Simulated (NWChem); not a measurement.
# GeH3O (SMILES [O][GeH3]): levels of theory compared

Aim: a comparison of 4 runs (UHF/def2-TZVP, UB3LYP/def2-TZVP, UPBE0/def2-TZVP, UMP2/def2-TZVP) of GeH3O. 

The calculation is run with NWChem 7.3.0.

1 further run of the same task is left out (set aside as unsound or not needed). Runs told in other sessions of the task aren't counted.

### 1 The molecule

GeH3O has 5 atoms, charge 0, and is taken as a doublet. As SMILES, `[O][GeH3]`. The coordinates come from a PBE0-D4/def2-TZVP relaxation.

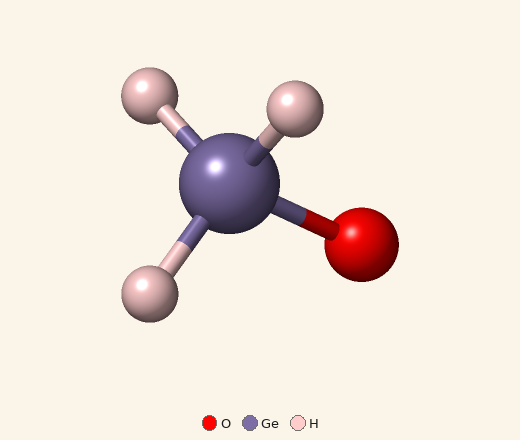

The structure, seen from a chosen angle (oxygen red, germanium purple, hydrogen pink).

### 2 Energy and forces at UHF/def2-TZVP (run 1)

geh3o.nw reads:

```
start geh3o
memory stack 880 mb heap 220 mb global 1100 mb

geometry units angstrom noautosym nocenter noautoz
O    -1.443900    0.418600    0.777300
Ge    0.072300   -0.056300   -0.056900
H    -0.162200   -0.091200   -1.574700
H     0.548000   -1.418100    0.471500
H     1.035700    1.073400    0.341400
end

basis "ao basis" spherical bse
* library def2-TZVP
end

scf
nopen 1
uhf
thresh 1e-08
maxiter 80
end

task scf gradient
```

Started as:

```sh
$ nwchem geh3o.nw > geh3o.out
```

What it wrote:

```text
[...]
  functions       =    97
[...]
  wavefunction    = UHF
[...]
         Total SCF energy =  -2151.966752721996
      One electron energy =  -3227.380689397487
      Two electron energy =    961.504047025257
 Nuclear repulsion energy =    113.909889650234
                       Sz =      0.5000
                 Sz(Sz+1) =      0.7500
                      S^2 =      0.7585
[...]
                         UHF ENERGY GRADIENTS
    atom               coordinates                        gradient
                 x          y          z           x          y          z
   1 O      -2.728575   0.791039   1.468884   -0.000422   0.001824   0.001330
   2 Ge      0.136627  -0.106392  -0.107525   -0.002510  -0.003245  -0.001247
   3 H      -0.306514  -0.172343  -2.975752    0.000574   0.000696  -0.002077
   4 H       1.035570  -2.679820   0.891006    0.001627  -0.001269   0.000951
   5 H       1.957189   2.028432   0.645152    0.000731   0.001994   0.001044
[...]
```

Run time: 3.3 min. Hardware: 1 thread of Intel Xeon Platinum 8488C (Sapphire Rapids), shared host; peak memory 0.11 GiB.

### 3 Energy and gradient at UB3LYP/def2-TZVP (run 2)

run.py reads:

```python
from ase import Atoms
from ase.calculators.nwchem import NWChem

molecule = Atoms(['O', 'Ge', 'H', 'H', 'H'], positions=[
    [-1.443900, 0.418600, 0.777300],
    [0.072300, -0.056300, -0.056900],
    [-0.162200, -0.091200, -1.574700],
    [0.548000, -1.418100, 0.471500],
    [1.035700, 1.073400, 0.341400],
])

calc = NWChem(
    label='calc',
    theory='dft',
    memory='2200 mb',
    basis='def2-TZVP',
    basispar='spherical bse',
    dft={'xc': 'b3lyp', 'mult': '2', 'grid': 'fine', 'convergence': 'energy 1e-08', 'iterations': '100', 'mulliken': None},
)
molecule.calc = calc

forces = molecule.get_forces()
print("Total energy (eV):", round(molecule.get_potential_energy(), 6))
print("forces (eV/A):")
for s, f in zip(molecule.symbols, forces):
    print(f"{s:2s} {f[0]:10.5f} {f[1]:10.5f} {f[2]:10.5f}")
```

Started as:

```sh
$ export ASE_NWCHEM_COMMAND="nwchem PREFIX.nwi > PREFIX.nwo"
$ python run.py
```

What it wrote:

```text
Total energy (eV): -58614.298294
forces (eV/A):
O    -0.17813    0.06392    0.10351
Ge    0.12280   -0.07472   -0.09091
H     0.00309    0.00360   -0.03785
H     0.02031   -0.02900    0.01296
H     0.03193    0.03625    0.01229
```

The calculator wrote calc.nwi:

```
title "calc"

permanent_dir calc

scratch_dir calc

start calc

geometry units angstrom nocenter noautosym noautoz
  O  -1.4439000000000000e+00 4.1860000000000003e-01 7.7729999999999999e-01
  Ge 7.2300000000000003e-02 -5.6300000000000003e-02 -5.6899999999999999e-02
  H  -1.6220000000000001e-01 -9.1200000000000003e-02 -1.5747000000000000e+00
  H  5.4800000000000004e-01 -1.4180999999999999e+00 4.7149999999999997e-01
  H  1.0357000000000001e+00 1.0733999999999999e+00 3.4139999999999998e-01
end

memory 2200 mb

basis spherical bse noprint
   * library def2-TZVP
end

dft
  xc b3lyp
  mult 2
  grid fine
  convergence energy 1e-08
  iterations 100
  mulliken
end

task dft gradient
```

calc.nwo:

```text
Northwest Computational Chemistry Package (NWChem) 7.3.0
             --------------------------------------------------------

           Job information
           ---------------

    nwchem branch   = 7.3.0
    use scalapack   = T
    input           = calc.nwi
    prefix          = calc.
    data base       = calc/calc.db
    status          = startup
    nproc           =        1

           Memory information
           ------------------

[... 5 lines left out ...]
    hardfail = no
[... 115 lines left out ...]
          Convergence on energy requested:  1.00D-08
[... 29 lines left out ...]
          total energy or number of iterations.
[... 82 lines left out ...]
      One electron energy =    -3226.561809513369
[... 1536 lines left out ...]
          Convergence on energy requested:  1.00D-08
[... 29 lines left out ...]
          total energy or number of iterations.
[... 36 lines left out ...]
                 ----------------------------------------
                 |  Time  |  1-e(secs)   |  2-e(secs)   |
                 ----------------------------------------
                 |  CPU   |       0.01   |       7.47   |
                 ----------------------------------------
                 |  WALL  |       0.01   |       7.47   |
                 ----------------------------------------

 Task  times  cpu:       41.1s     wall:       41.1s
 Total times  cpu:       41.1s     wall:       41.1s
```

Wall time 42 s (1 thread of Intel Xeon Platinum 8488C (Sapphire Rapids), shared host); peak memory 0.13 GiB.

Run 3 isn't shown in full; the table further down has it.

### 4 Energy and forces at UMP2/def2-TZVP (run 4)

geom.nw reads:

```
start geom
title "GeH3O"
memory 2200 mb
geometry units angstrom noautosym nocenter noautoz
 O    -1.443900    0.418600    0.777300
 Ge    0.072300   -0.056300   -0.056900
 H    -0.162200   -0.091200   -1.574700
 H     0.548000   -1.418100    0.471500
 H     1.035700    1.073400    0.341400
end
basis spherical bse
 O library def2-TZVP
 Ge library def2-TZVP
 H library def2-TZVP
end
scf
 nopen 1
 uhf
 thresh 1e-08
 maxiter 80
end
mp2
 freeze core 10
 tight
end
task mp2 gradient
```

Started as:

```sh
$ nwchem geom.nw > geom.out
```

What it wrote:

```text
[...]
  functions       =    97
[...]
  wavefunction    = UHF
[...]
         Total SCF energy =  -2151.966752721996
      One electron energy =  -3227.380689397487
      Two electron energy =    961.504047025257
 Nuclear repulsion energy =    113.909889650234
                       Sz =      0.5000
                 Sz(Sz+1) =      0.7500
                      S^2 =      0.7585
[...]
          Total MP2 energy         -2152.405743446734
[...]
                         mp2 ENERGY GRADIENTS
    atom               coordinates                        gradient
                 x          y          z           x          y          z
   1 O      -2.728575   0.791039   1.468884    0.003304  -0.000447  -0.001436
   2 Ge      0.136627  -0.106392  -0.107525   -0.007323   0.000098   0.002592
   3 H      -0.306514  -0.172343  -2.975752   -0.000220   0.000368  -0.003930
   4 H       1.035570  -2.679820   0.891006    0.001696  -0.003209   0.001584
   5 H       1.957189   2.028432   0.645152    0.002543   0.003191   0.001191
[...]
```

Wall time 4.3 min (1 thread of Intel Xeon Platinum 8488C (Sapphire Rapids), shared host); peak memory 0.34 GiB.

### 5 The series

| run | level | iteration cap | module | energy (Eh) | dipole moment (D) | HOMO energy (eV) | LUMO energy (eV) | wall time |
| --- | --- | --- | --- | --- | --- | --- | --- | --- |
| 1 | UHF/def2-TZVP | 80 | scf | -2151.966753 | 2.11 | -12.34 | 2.07 | 3.3 min |
| 2 | UB3LYP/def2-TZVP | 100 | dft | -2154.035750 | 2.09 | -8.12 | -4.66 | 42 s |
| 3 | UPBE0/def2-TZVP | 100 | dft | -2153.638164 | 2.04 | -8.38 | -4.08 | 47 s |
| 4 | UMP2/def2-TZVP | 80 | mp2 | -2152.405743 | 2.00 | -12.34 | 2.07 | 4.3 min |

### 6 Summary of results

```
                                                         quantity           value
                                              run 4: total energy  -2152.40574 Eh
   run 4: dipole moment (of the density that the program reports)          2.00 D
run 4: HOMO energy (Hartree–Fock orbitals) (highest over α and β)       -12.34 eV
 run 4: LUMO energy (Hartree–Fock orbitals) (lowest over α and β)         2.07 eV
              run 4: correlation energy (10 core orbitals frozen)      -439.0 mEh
                         run 4: ⟨S²⟩ of the reference determinant           0.758
                                  run 4: largest force on an atom      0.399 eV/Å
```

The dipole moment (its size) runs from 2.00 D (UMP2/def2-TZVP) to 2.11 D (UHF/def2-TZVP). Totals of different functionals can't be ranked against each other. All runs together took 9.1 min, the longest 4.3 min.
